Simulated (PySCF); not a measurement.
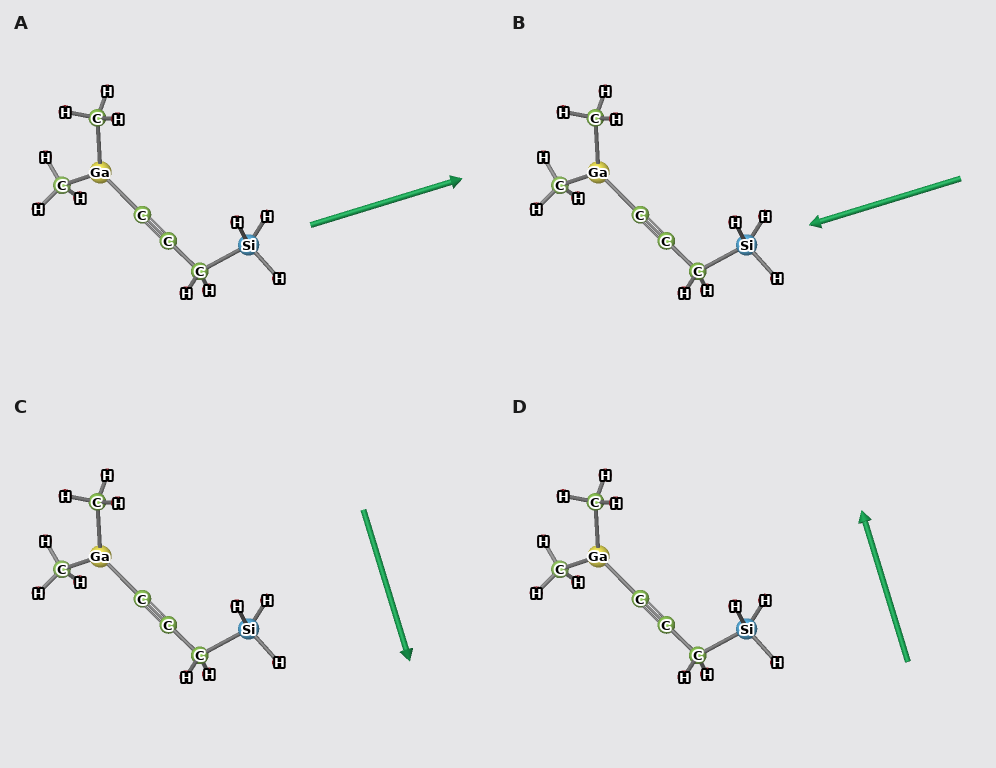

The same molecule four times, each with an arrow. The geometry was computed by an optimisation with GFN2-xTB. No frequency run is at hand to confirm it as a minimum. Properties computed with ωB97X-D/def2-SVPD, gas phase (PySCF 2.14.0).

**Which arrow points along the dipole moment, from the negative to the positive end?**

C. The dipole moment is 0.40 D.

The geometry is semi-empirical. Around Ga, Si such bond lengths and angles can be off by a tenth of an ångström or more and by several degrees, and values that hang on the shape move with them.
